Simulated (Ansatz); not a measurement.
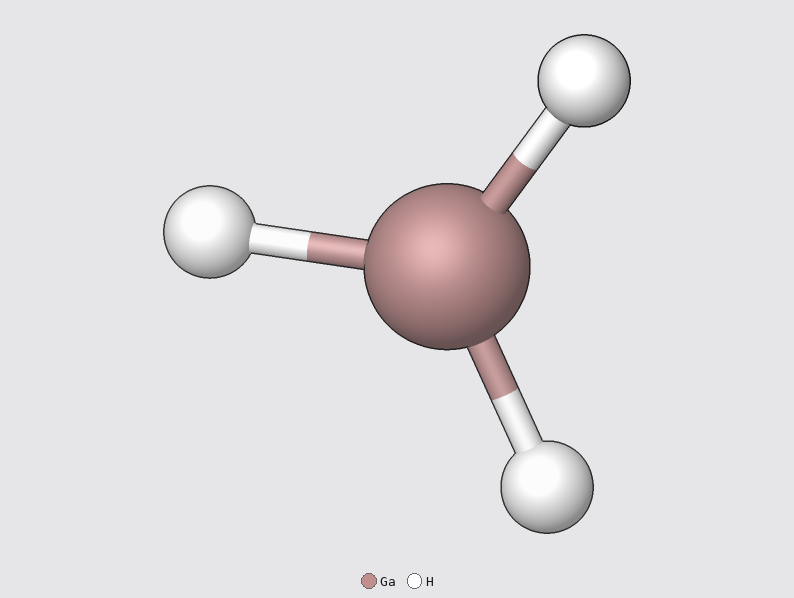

Every bond is drawn as one stick, whatever its order.

Computed geometry: PBE0-D4/def2-TZVP optimisation.

Question: Give the formula.

Answer: GaH3, 4 atoms: 1 gallium and 3 hydrogen.

Question: How many atoms are distinct by symmetry?

Answer: 2: 1 Ga, 3 H.

Question: Give the symmetry (Schoenflies symbol).

Answer: D3h.

Question: Count the bonded pairs by element.

Answer: 3 Ga–H. Sticks follow a distance rule.

The parts below concern this one geometry. Atoms keep their numbers from picture to picture.

Geometry

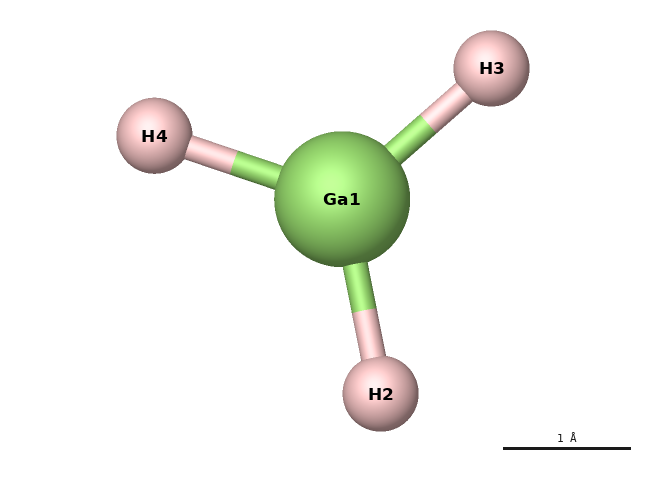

Question: What is the geometry at Ga1?

Answer: Ga1 has 3 neighbours (H2 at 1.57, H3 at 1.57, H4 at 1.57 Å); the arrangement is trigonal planar.

Electronic properties

Level of theory: RKS PBE0-D4/def2-TZVPP (Ansatz 0.2.0).

Question: What is the LUMO energy (Kohn–Sham orbital)?

Answer: −1.83 eV.

Question: Give the HOMO energy (Kohn–Sham orbital) at this level.

Answer: −8.59 eV.

Charges

The questions are on Mulliken charges. Method: RKS PBE0-D4/def2-TZVP (Ansatz 0.2.0).

Give the Mulliken charges atom by atom.

```tsv
atom	value (e)
Ga1	0.24
H2	−0.08
H3	−0.08
H4	−0.08
```

Vibrations

Harmonic vibrations computed with RKS PBE0-D4/def2-TZVP (Ansatz 0.2.0) at a stationary point of the same level.

Question: How many vibrational modes are there, and where do they lie?

Answer: 6 modes: 724, 760, 760, 1977, 1979, 1979 cm⁻¹.

Mulliken values depend strongly on the basis set and can even reverse the polarity of a bond.
